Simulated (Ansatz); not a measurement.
Geometry relaxation of CH5BClFO (part 2 of 2)

Continued. System: CH5BClFO. Method: RKS PBE-D4/def2-mTZVP (Ansatz 0.2.0). It belongs to a series of runs on one base structure; here: end point A relaxed.

## Trajectory as extended XYZ (Å, eV, eV/Å), 11 of the 32 frames kept, from step=1 to step=32
```
10
Properties=species:S:1:pos:R:3:forces:R:3 step=1 energy=-19074.74776
B     0.0411    0.2254    0.2197    0.0187  -0.1765   0.4084
C     0.0174    0.2375    1.8049    0.0517   0.2243  -0.3771
H    -0.9373   -0.0944    2.2366   -0.0014  -0.0073   0.0037
H     0.8507   -0.3410    2.2304    0.0065   0.0043   0.0063
H     0.1594    1.2750    2.1553   -0.0032   0.0174   0.0077
F     1.1867    0.2992   -0.4563   -0.0026   0.0127   0.0176
Cl   -1.4642    0.4006   -0.7364   -0.0133  -0.0001  -0.0036
O    -0.0584   -2.3644    0.4725   -0.1898   0.4140   0.4983
H    -0.8841   -2.5035   -0.0302   -0.0064  -0.0143   0.0138
H    -0.3698   -2.0008    1.3401    0.1399  -0.4743  -0.5751
10
Properties=species:S:1:pos:R:3:forces:R:3 step=4 energy=-19074.85966
B     0.0144    0.0682    0.2870    0.3254  -0.5333  -0.1662
C     0.0259    0.2826    1.8445    0.0081   0.1934  -0.0044
H    -0.9146   -0.0272    2.3217   -0.0274   0.0586   0.0395
H     0.8617   -0.2513    2.3237    0.0190   0.0273  -0.0312
H     0.1644    1.3545    2.0834   -0.0458  -0.1139  -0.0311
F     1.1542    0.0796   -0.4291   -0.0504   0.2525   0.1115
Cl   -1.4934    0.2889   -0.6870   -0.1906   0.1695  -0.0237
O    -0.0601   -2.1119    0.3777    0.1759   0.0588  -0.3744
H    -0.8248   -2.3785   -0.1692   -0.0159   0.0700  -0.0681
H    -0.3863   -2.1713    1.2840   -0.1983  -0.1829   0.5481
10
Properties=species:S:1:pos:R:3:forces:R:3 step=7 energy=-19074.96056
B     0.0287   -0.1766    0.3490   -0.0076  -0.0168   0.0632
C     0.0487    0.2688    1.8693    0.0571   0.1279   0.0427
H    -0.8523   -0.0259    2.4315    0.0199   0.0263  -0.0085
H     0.9374   -0.1198    2.4009   -0.0949   0.0384  -0.0658
H     0.1028    1.3748    1.9308   -0.0162  -0.2379  -0.0317
F     1.1501   -0.0071   -0.3996   -0.0096   0.0099  -0.0285
Cl   -1.5443    0.1791   -0.6158    0.0615  -0.0150   0.0489
O    -0.0715   -1.9814    0.3940   -0.0872   0.0524  -0.0241
H    -0.7062   -2.1598   -0.3405    0.0671  -0.0308   0.1516
H    -0.5520   -2.2185    1.2172    0.0099   0.0457  -0.1477
10
Properties=species:S:1:pos:R:3:forces:R:3 step=10 energy=-19074.96990
B     0.0107   -0.1923    0.3643    0.0060   0.0310   0.0249
C     0.0610    0.2705    1.8757   -0.0013   0.0033   0.0239
H    -0.8359    0.0048    2.4567    0.0011  -0.0133   0.0017
H     0.9474   -0.1234    2.3979    0.0038  -0.0127   0.0036
H     0.1324    1.3679    1.9162    0.0036   0.0290  -0.0126
F     1.1124   -0.0153   -0.4179    0.0073  -0.0162  -0.0136
Cl   -1.5817    0.1668   -0.5589   -0.0105  -0.0208  -0.0026
O    -0.0641   -1.9654    0.4403   -0.1310  -0.0451  -0.0424
H    -0.5338   -2.2102   -0.3921    0.0658   0.0226   0.1154
H    -0.7070   -2.1698    1.1546    0.0551   0.0222  -0.0983
10
Properties=species:S:1:pos:R:3:forces:R:3 step=13 energy=-19074.97624
B    -0.0043   -0.1975    0.3844   -0.0082  -0.0163  -0.0075
C     0.0762    0.2854    1.8856    0.0075   0.0189   0.0174
H    -0.8056    0.0159    2.4875    0.0050   0.0040   0.0033
H     0.9750   -0.1008    2.3912    0.0050  -0.0067   0.0047
H     0.1414    1.3842    1.9106   -0.0062   0.0083  -0.0005
F     1.0824   -0.0493   -0.4267    0.0245   0.0174  -0.0145
Cl   -1.6138    0.1469   -0.5146   -0.0133   0.0087   0.0022
O    -0.0798   -1.9687    0.4839    0.0439   0.0224   0.0079
H    -0.3738   -2.2299   -0.4162    0.0040  -0.0297  -0.0420
H    -0.8564   -2.1527    1.0511   -0.0621  -0.0270   0.0290
10
Properties=species:S:1:pos:R:3:forces:R:3 step=17 energy=-19074.98424
B    -0.0316   -0.2026    0.4085    0.0174   0.0057   0.0166
C     0.0970    0.3076    1.8959   -0.0015   0.0009   0.0103
H    -0.7578    0.0297    2.5314    0.0073   0.0014  -0.0003
H     1.0179   -0.0598    2.3746    0.0023  -0.0006   0.0014
H     0.1424    1.4081    1.9013    0.0035  -0.0014  -0.0006
F     1.0407   -0.0943   -0.4338   -0.0073  -0.0204  -0.0013
Cl   -1.6539    0.1620   -0.4516   -0.0161  -0.0234  -0.0020
O    -0.1253   -1.9812    0.5409   -0.2923  -0.1016  -0.1835
H    -0.1486   -2.2773   -0.4031    0.0021   0.0847   0.3069
H    -1.0393   -2.1586    0.8727    0.2848   0.0548  -0.1475
10
Properties=species:S:1:pos:R:3:forces:R:3 step=20 energy=-19074.99594
B    -0.0588   -0.2176    0.4344   -0.0158   0.0040  -0.0342
C     0.1142    0.3222    1.9039   -0.0031   0.0117   0.0191
H    -0.7257    0.0572    2.5633    0.0073   0.0036   0.0035
H     1.0436   -0.0442    2.3661    0.0133  -0.0057   0.0042
H     0.1674    1.4223    1.8873   -0.0001  -0.0067   0.0031
F     0.9929   -0.1374   -0.4415    0.0197   0.0036  -0.0070
Cl   -1.7043    0.1500   -0.3882   -0.0221   0.0150  -0.0067
O    -0.1817   -1.9821    0.5758    0.0903   0.0558   0.1413
H     0.0376   -2.2950   -0.3258    0.0556  -0.0442  -0.1281
H    -1.1440   -2.1417    0.6616   -0.1451  -0.0372   0.0048
10
Properties=species:S:1:pos:R:3:forces:R:3 step=23 energy=-19074.99522 accepted=F
B    -0.0889   -0.2266    0.4517    0.0208   0.1916  -0.2136
C     0.1277    0.3298    1.9013    0.0349  -0.0447   0.3068
H    -0.6995    0.0800    2.5822    0.0438  -0.0565   0.0386
H     1.0725   -0.0299    2.3457   -0.1052  -0.0469  -0.0210
H     0.1893    1.4268    1.8932   -0.0114   0.0870  -0.1195
F     0.9510   -0.1393   -0.4432    0.0027  -0.1697   0.0136
Cl   -1.7346    0.1673   -0.3556   -0.0547  -0.0386   0.0276
O    -0.2420   -1.9948    0.6020    0.1268   0.1312   0.1026
H     0.1671   -2.3238   -0.2242    0.0908  -0.0563  -0.1210
H    -1.2014   -2.1558    0.4837   -0.1484   0.0029  -0.0140
10
Properties=species:S:1:pos:R:3:forces:R:3 step=26 energy=-19074.99466 accepted=F
B    -0.1158   -0.2110    0.4532   -0.0265  -0.0471  -0.0113
C     0.1374    0.3378    1.9073   -0.0017  -0.0024   0.0100
H    -0.6790    0.0875    2.6001    0.0106   0.0012   0.0041
H     1.0779   -0.0481    2.3314   -0.0022  -0.0021  -0.0011
H     0.2149    1.4364    1.8870    0.0022  -0.0031  -0.0112
F     0.9078   -0.1771   -0.4641    0.0205   0.0172   0.0054
Cl   -1.7798    0.1859   -0.3088   -0.0054  -0.0028  -0.0034
O    -0.2919   -1.9850    0.6213   -0.1397  -0.2808  -0.5783
H     0.2950   -2.3441   -0.1000   -0.4363   0.2297   0.4479
H    -1.2250   -2.1488    0.3093    0.5786   0.0902   0.1381
10
Properties=species:S:1:pos:R:3:forces:R:3 step=29 energy=-19075.00405
B    -0.1048   -0.2162    0.4505   -0.0008   0.0028  -0.0004
C     0.1310    0.3343    1.9074    0.0007  -0.0022   0.0000
H    -0.6885    0.0847    2.5968    0.0017   0.0007  -0.0008
H     1.0698   -0.0481    2.3384   -0.0003   0.0005  -0.0002
H     0.2060    1.4330    1.8829    0.0003  -0.0009  -0.0009
F     0.9290   -0.1683   -0.4547   -0.0011  -0.0006   0.0013
Cl   -1.7640    0.1730   -0.3290   -0.0012   0.0001   0.0010
O    -0.2649   -1.9843    0.6121   -0.0140  -0.0158  -0.0302
H     0.2377   -2.3279   -0.1592   -0.0121   0.0108   0.0270
H    -1.2101   -2.1465    0.3915    0.0267   0.0047   0.0032
10
Properties=species:S:1:pos:R:3:forces:R:3 step=32 energy=-19075.00433
B    -0.1139   -0.2161    0.4529   -0.0010   0.0126  -0.0025
C     0.1338    0.3353    1.9073    0.0004  -0.0050   0.0031
H    -0.6829    0.0906    2.6015    0.0002   0.0003   0.0011
H     1.0730   -0.0517    2.3333    0.0003   0.0000   0.0009
H     0.2153    1.4334    1.8808   -0.0005  -0.0006  -0.0019
F     0.9156   -0.1711   -0.4579    0.0012  -0.0042  -0.0012
Cl   -1.7758    0.1786   -0.3175    0.0034  -0.0080   0.0023
O    -0.2807   -1.9845    0.6158   -0.0007   0.0089   0.0039
H     0.2676   -2.3336   -0.1200    0.0075  -0.0021  -0.0050
H    -1.2106   -2.1472    0.3405   -0.0107  -0.0018  -0.0008
```

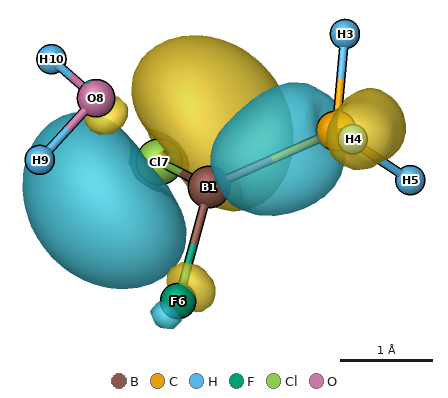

*The HOMO at ±0.15 Å⁻³ᐟ² (yellow and cyan are the two phases), seen from the side.*

Its energy is −6.99 eV.

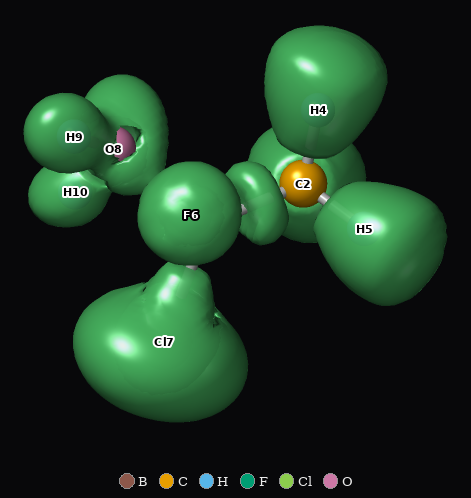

*Isosurface of the electron localisation function at 0.8 (green), seen at a tilt. Core shells and regions of very low density are left out.*

Along the contacts the grid gives the following. B1···O8 (1.78 Å): the ELF peaks at about 0.90 between the atoms. B–F (1.38 Å): the ELF peaks at about 0.85 between the atoms, which marks a shared but strongly polarised pair.

The run was set up as follows.

## Input file
```yaml
crystal:
  periodic: [false, false, false]
  atoms:
    - { symbol: B, position_ang: [0.041142, 0.225383, 0.219702] }
    - { symbol: C, position_ang: [0.017364, 0.237514, 1.804945] }
    - { symbol: H, position_ang: [-0.937319, -0.09439, 2.236622] }
    - { symbol: H, position_ang: [0.850675, -0.341004, 2.230398] }
    - { symbol: H, position_ang: [0.159402, 1.274973, 2.155274] }
    - { symbol: F, position_ang: [1.186682, 0.299212, -0.456272] }
    - { symbol: Cl, position_ang: [-1.464205, 0.400646, -0.736357] }
    - { symbol: O, position_ang: [-0.058433, -2.364411, 0.472541] }
    - { symbol: H, position_ang: [-0.884064, -2.503483, -0.030221] }
    - { symbol: H, position_ang: [-0.369844, -2.00084, 1.340071] }
basis:
  gaussian: { orbitals: def2-mTZVP }
hamiltonian:
  xc: pbe
  dispersion: d4
relax:
  f_tol: 0.03
  max_steps: 50
output:
  orbitals: {}
```

Launch command:
```bash
ansatz run input.yaml --threads 4 --pin off --max-ram 5120MiB --backend cpu --events-out ev --progress --plain --runs-dir out
```

## Summary

```csv
quantity,value
outcome,converged
total energy,−19075.0044 eV
mean-field energy,−19074.8187 eV
largest force (length of the vector) at the end,0.013 eV/Å
hardware,"4 threads of Arm Neoverse V2, 24 GiB of memory available, shared host"
wall time,39 s (CPU time 2.3 min)
peak memory,0.23 GiB
```
